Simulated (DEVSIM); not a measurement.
Structure: Si p-i-n diode, at 300 K.

```csv
layer (left to right),material,thickness (μm),Nd (cm⁻³),Na (cm⁻³),τn (s),τp (s)
1,Si,4.50,-,1.2e17,0.00094,0.00094
2,Si,0.280,7.2e12,-,0.00094,0.00094
3,Si,0.390,1.4e18,-,0.00094,0.00094
```

Left contact: ohmic. Right contact: ohmic. Voltage is applied to the left contact. Recombination: SRH at mid-gap, radiative. Mobility is μmin + (μ − μmin)/(1 + (N/Nref)^α).

The device is made up for the run: typed textbook-type constants, with dimensions and the other settings drawn at random. Values at 300 K.

| parameter | Si |
|---|---|
| gap (eV) | 1.124 |
| affinity (eV) | 4.05 |
| permittivity | 11.7 |
| Nc (cm⁻³) | 2.86e19 |
| Nv (cm⁻³) | 3.1e19 |
| μn (cm²/Vs) | 1417 |
| μp (cm²/Vs) | 470 |
| μn,min | 52 |
| μp,min | 45 |
| Nref,n | 9.7e16 |
| Nref,p | 2.2e17 |
| αn | 0.68 |
| αp | 0.72 |
| B (cm³/s) | 4.7e-15 |

Simulated with DEVSIM: 1D drift-diffusion, Boltzmann statistics, complete ionisation; no tunnelling, impact ionisation, image-force lowering or self-heating.

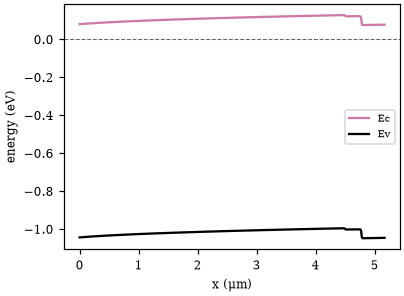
Figure: Band edges at 0.9 V on the left contact

Energies count from the Fermi level of the right contact; mesh points crowd at the junctions.

```json
[
 {"x (μm)": "0.000", "Ec (eV)": "0.080", "Ev (eV)": "-1.044", "n (cm⁻³)": "970", "p (cm⁻³)": "1.2e17", "field (V/cm)": "250"},
 {"x (μm)": "0.03015", "Ec (eV)": "0.081", "Ev (eV)": "-1.043", "n (cm⁻³)": "2.2e15", "p (cm⁻³)": "1.2e17", "field (V/cm)": "250"},
 {"x (μm)": "0.09294", "Ec (eV)": "0.083", "Ev (eV)": "-1.041", "n (cm⁻³)": "6.6e15", "p (cm⁻³)": "1.3e17", "field (V/cm)": "230"},
 {"x (μm)": "0.2386", "Ec (eV)": "0.086", "Ev (eV)": "-1.038", "n (cm⁻³)": "1.6e16", "p (cm⁻³)": "1.4e17", "field (V/cm)": "200"},
 {"x (μm)": "0.7267", "Ec (eV)": "0.094", "Ev (eV)": "-1.030", "n (cm⁻³)": "4.3e16", "p (cm⁻³)": "1.6e17", "field (V/cm)": "150"},
 {"x (μm)": "1.593", "Ec (eV)": "0.105", "Ev (eV)": "-1.019", "n (cm⁻³)": "8.1e16", "p (cm⁻³)": "2.0e17", "field (V/cm)": "110"},
 {"x (μm)": "3.066", "Ec (eV)": "0.119", "Ev (eV)": "-1.006", "n (cm⁻³)": "1.3e17", "p (cm⁻³)": "2.5e17", "field (V/cm)": "79"},
 {"x (μm)": "4.014", "Ec (eV)": "0.125", "Ev (eV)": "-0.999", "n (cm⁻³)": "1.6e17", "p (cm⁻³)": "2.8e17", "field (V/cm)": "68"},
 {"x (μm)": "4.297", "Ec (eV)": "0.127", "Ev (eV)": "-0.997", "n (cm⁻³)": "1.7e17", "p (cm⁻³)": "2.9e17", "field (V/cm)": "66"},
 {"x (μm)": "4.419", "Ec (eV)": "0.128", "Ev (eV)": "-0.996", "n (cm⁻³)": "1.8e17", "p (cm⁻³)": "3.0e17", "field (V/cm)": "65"},
 {"x (μm)": "4.477", "Ec (eV)": "0.128", "Ev (eV)": "-0.996", "n (cm⁻³)": "1.8e17", "p (cm⁻³)": "3.0e17", "field (V/cm)": "-61"},
 {"x (μm)": "4.510", "Ec (eV)": "0.123", "Ev (eV)": "-1.001", "n (cm⁻³)": "2.3e17", "p (cm⁻³)": "2.4e17", "field (V/cm)": "-930"},
 {"x (μm)": "4.546", "Ec (eV)": "0.122", "Ev (eV)": "-1.002", "n (cm⁻³)": "2.3e17", "p (cm⁻³)": "2.3e17", "field (V/cm)": "33"},
 {"x (μm)": "4.618", "Ec (eV)": "0.122", "Ev (eV)": "-1.002", "n (cm⁻³)": "2.3e17", "p (cm⁻³)": "2.3e17", "field (V/cm)": "36"},
 {"x (μm)": "4.726", "Ec (eV)": "0.123", "Ev (eV)": "-1.001", "n (cm⁻³)": "2.3e17", "p (cm⁻³)": "2.3e17", "field (V/cm)": "30"},
 {"x (μm)": "4.767", "Ec (eV)": "0.120", "Ev (eV)": "-1.004", "n (cm⁻³)": "2.6e17", "p (cm⁻³)": "2.1e17", "field (V/cm)": "-5100"},
 {"x (μm)": "4.788", "Ec (eV)": "0.078", "Ev (eV)": "-1.046", "n (cm⁻³)": "1.3e18", "p (cm⁻³)": "4.0e16", "field (V/cm)": "-5900"},
 {"x (μm)": "4.825", "Ec (eV)": "0.076", "Ev (eV)": "-1.048", "n (cm⁻³)": "1.4e18", "p (cm⁻³)": "3.3e16", "field (V/cm)": "54"},
 {"x (μm)": "4.935", "Ec (eV)": "0.077", "Ev (eV)": "-1.047", "n (cm⁻³)": "1.4e18", "p (cm⁻³)": "2.3e16", "field (V/cm)": "55"},
 {"x (μm)": "5.058", "Ec (eV)": "0.077", "Ev (eV)": "-1.047", "n (cm⁻³)": "1.4e18", "p (cm⁻³)": "1.1e16", "field (V/cm)": "56"},
 {"x (μm)": "5.129", "Ec (eV)": "0.078", "Ev (eV)": "-1.046", "n (cm⁻³)": "1.4e18", "p (cm⁻³)": "4.1e15", "field (V/cm)": "57"},
 {"x (μm)": "5.170", "Ec (eV)": "0.078", "Ev (eV)": "-1.046", "n (cm⁻³)": "1.4e18", "p (cm⁻³)": "< 1e2", "field (V/cm)": "57"}
]
```
